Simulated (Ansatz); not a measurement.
A family of molecules: the atomisation energy (no zero-point term)

All atoms of one element are swapped for its congeners: GaHF2 `[F][GaH][F]`; GaHCl2 `[Cl][GaH][Cl]`; GaHBr2 `[Br][GaH][Br]`. All are singlets with charge 0.

Shapes, held fixed at every level: PBE0-D4/def2-TZVP. Programs: Ansatz 0.2.0. Values in eV.

| level | GaHF2 | GaHCl2 | GaHBr2 |
| --- | --- | --- | --- |
| HF/def2-SVP | 9.12 | 8.11 | 7.30 |
| BHLYP-D4/def2-TZVPP | 12.03 | 10.21 | 9.35 |
| B2PLYP/def2-TZVPP | 12.75 | 10.37 | 9.47 |
| MP2/def2-SVP | 12.83 | 10.28 | 9.45 |
| CCSD(T)/def2-SVP | 12.20 | 9.97 | 9.13 |
| CCSD(T)/def2-TZVPP | 12.75 | 10.47 | 9.63 |

At CCSD(T)/def2-TZVPP the atomisation energy falls at every step, from 12.75 to 9.63 eV. Every level shows the same order. Relativity is left out for Br, Ga. Outer-core shells of Br, Ga are correlated, in sets that cover them unevenly. Spin-orbit coupling, which grows down the group, is left out (summed over each molecule's free atoms 0.10, 0.14, 0.37 eV). Coupled cluster in double- or triple-zeta sets underbinds by a few per cent against its basis-set limit.

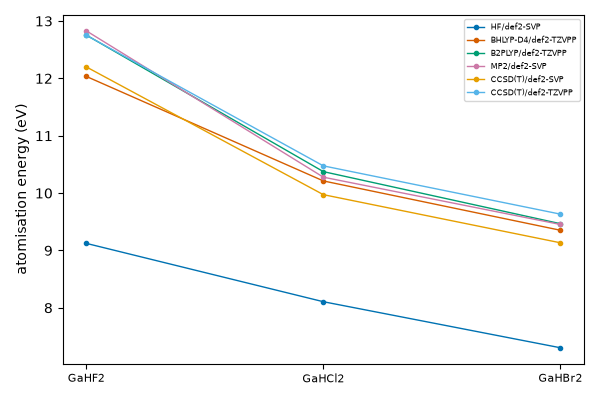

The trend along the series, level by level.
